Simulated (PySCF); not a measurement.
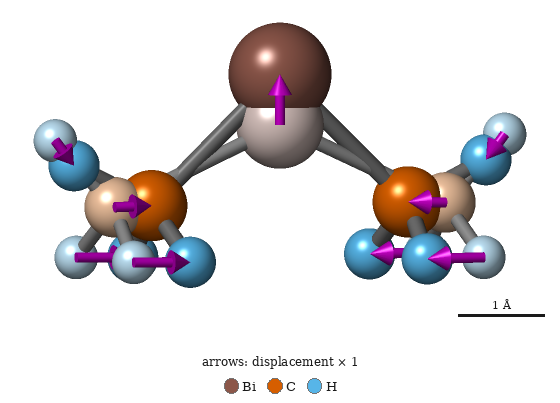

A relaxation of C2H6Bi (charge +1). The starting structure is drawn faded, the final one solid; purple arrows show the displacements, at their true length. The two geometries are superimposed by the best rigid fit.

Style: ball-and-stick. Shown at a tilt.

The calculation used RKS PBE0, Bi def2-SVP with ECP60, C def2-SVP, H def2-SVP; non-relativistic Hamiltonian with scalar-relativistic core potentials; density fitting (PySCF 2.14.0). Settings: symmetry kept (C2v).

Question: Describe the change and its energy.

Answer: After 9 geometry steps the energy has fallen by 83.4 kJ/mol. The largest force component goes from 1.9 to 0.021 eV/Å. The largest moves after the best rigid fit, 0.72 Å, are those of H atoms. Largest moves by element: H 0.72 Å, Bi 0.60 Å, C 0.47 Å. Some distances before and after: Bi–C 2.299 → 2.227 Å, C–H 1.090 → 1.103 Å. Bond angles that change, for instance: C–Bi–C 131.8° → 93.8°. The run took 36 s on 2 threads of Intel(R) Xeon(R) Platinum 8259CL CPU @ 2.50GHz (Skylake/Cascade Lake), with other jobs on the host, peak memory 0.79 GiB.
